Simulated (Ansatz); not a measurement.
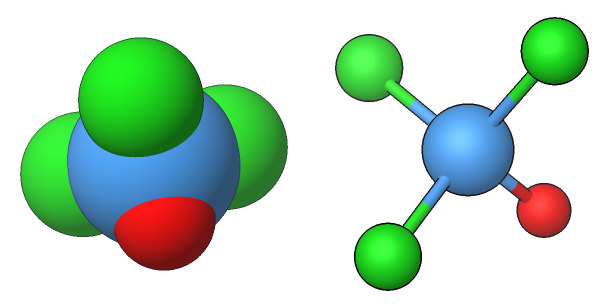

Both panels show the same species. Colours: oxygen red, tantalum blue, chlorine green.

The species is neutral and a spin singlet. Computed geometry: PBE0-D4/def2-TZVP optimisation.

What does the picture show?

The molecule is TaCl₃O. As SMILES it reads `[O]=[Ta]([Cl])([Cl])[Cl]`. This geometry has C3v symmetry. Coordination: 1 Ta tetrahedral.

More results for the same structure follow; atom numbers are the same in all pictures, views and colours differ.

**Shape**

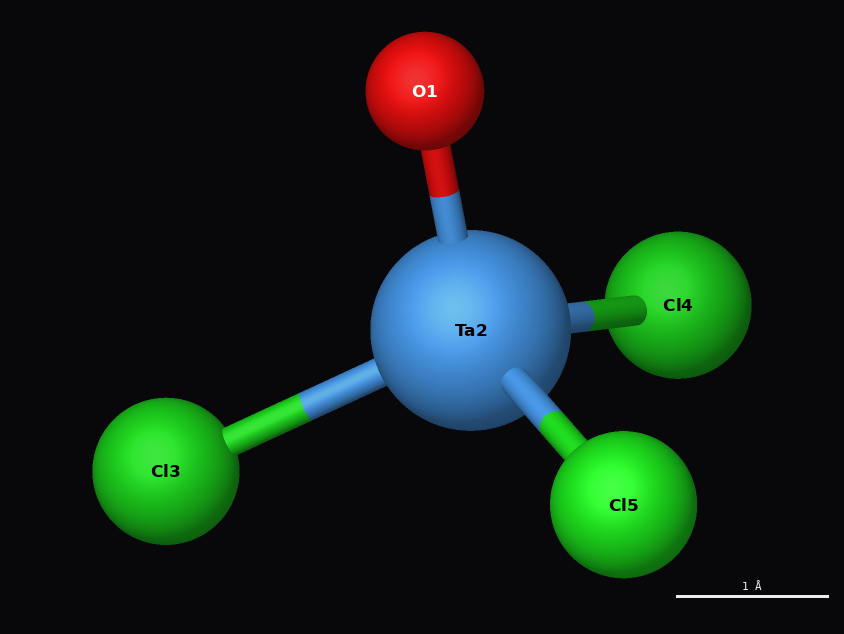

The atoms are numbered.

List the bonds and their lengths.

```
   bond  length (Å)
 O1–Ta2       1.701
Ta2–Cl3       2.281
Ta2–Cl4       2.281
Ta2–Cl5       2.281
```

**Thermal motion**

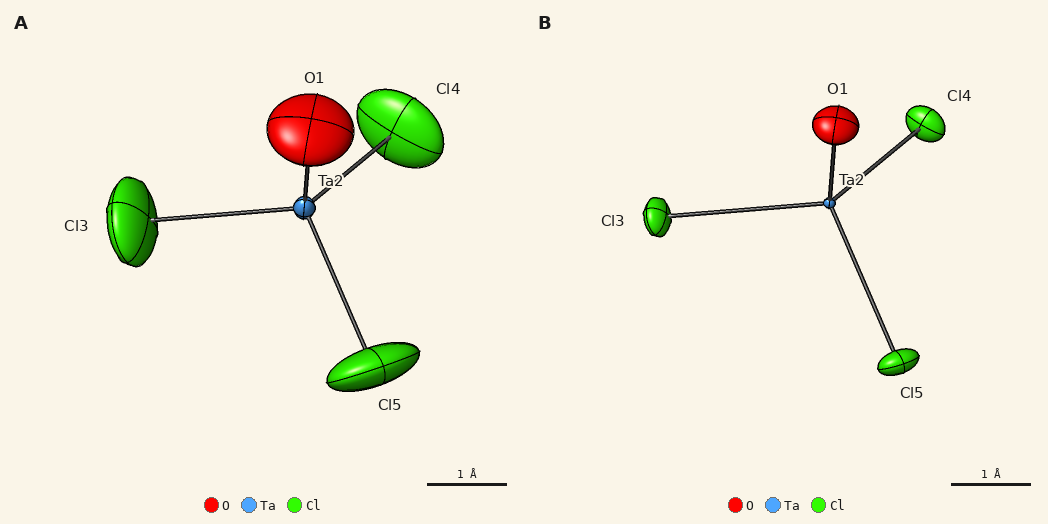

Displacement ellipsoids at the 50 % level, scaled by 3, from the internal vibrations of the free molecule (harmonic, no overall translation or rotation; no half-axis is drawn under 0.075 Å). Vibrations computed with RKS PBE0-D4/def2-TZVP, core potentials on Ta (Ansatz 0.2.0). One panel is for 100 K, the other for 600 K.

Which panel is for 600 K?

A.

How much does the mean-square displacement of Cl3 grow, and why?

U_eq goes from 0.0023 to 0.0105 Å², a factor of 4.6. Modes below kT (417 cm⁻¹ at 600 K) grow about in proportion to T, and the lowest lies at 104 cm⁻¹; the mean-square amplitude of a mode is its zero-point value times coth(ħω/2kT), which comes close to 1 only above about 3kT.

**Vibrations**

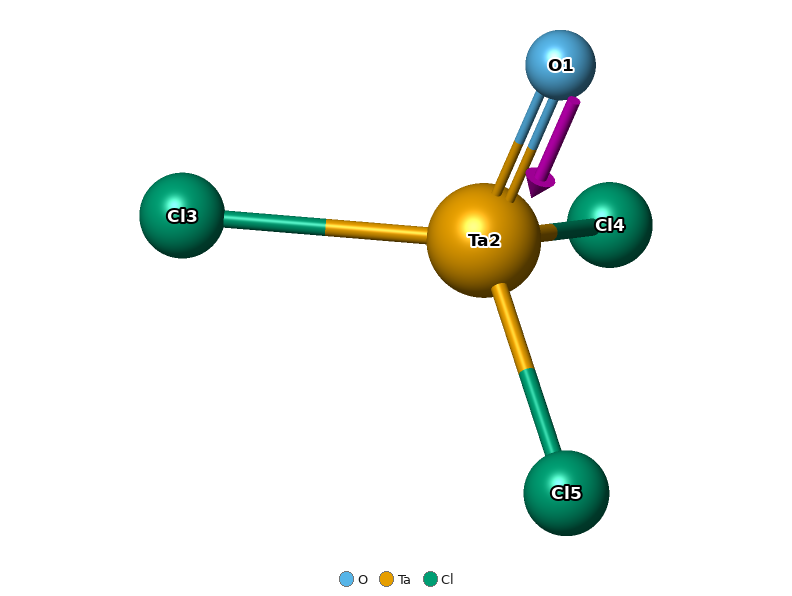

The arrows show one normal mode. Harmonic vibrations computed with RKS PBE0-D4/def2-TZVP, core potentials on Ta (Ansatz 0.2.0) at a stationary point of the same level.

What kind of motion is it?

Mostly Ta–O stretching.

At what wavenumber does it lie?

1033 cm⁻¹; it is mode 9 of 9 counted from the lowest.

**Levels of theory compared**

Program: Ansatz 0.2.0.

At this fixed geometry, give HOMO energy (eV), dipole (D), HOMO–LUMO gap (eV) at these levels: B3LYP-D4/def2-TZVPP; PBE-D4/def2-TZVPP; r2SCAN-D4/def2-TZVPP; ωB97M-V/def2-TZVPP.

```json
{"level": "B3LYP-D4/def2-TZVPP", "HOMO energy (eV)": "−9.47", "dipole (D)": "1.66", "HOMO–LUMO gap (eV)": "6.52"}
{"level": "PBE-D4/def2-TZVPP", "HOMO energy (eV)": "−8.29", "dipole (D)": "1.52", "HOMO–LUMO gap (eV)": "4.80"}
{"level": "r2SCAN-D4/def2-TZVPP", "HOMO energy (eV)": "−8.69", "dipole (D)": "1.56", "HOMO–LUMO gap (eV)": "5.26"}
{"level": "ωB97M-V/def2-TZVPP", "HOMO energy (eV)": "−12.01", "dipole (D)": "1.65", "HOMO–LUMO gap (eV)": "11.34"}
```

**Charges**

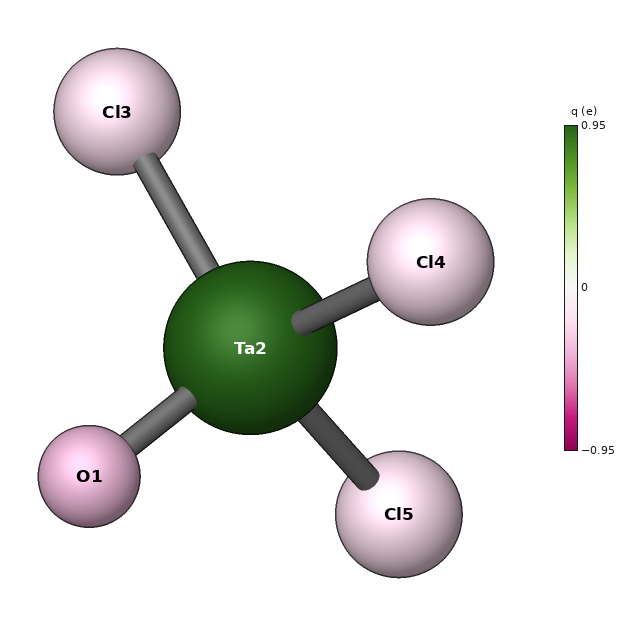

Atoms are coloured by their Mulliken charges. Properties computed with RKS B3LYP-D4/def2-TZVPP, core potentials on Ta (Ansatz 0.2.0).

Give the Mulliken charges atom by atom.

| atom | value (e) |
| --- | --- |
| O1 | −0.35 |
| Ta2 | 0.95 |
| Cl3 | −0.20 |
| Cl4 | −0.20 |
| Cl5 | −0.20 |

Mulliken values depend strongly on the basis set and can even reverse the polarity of a bond.
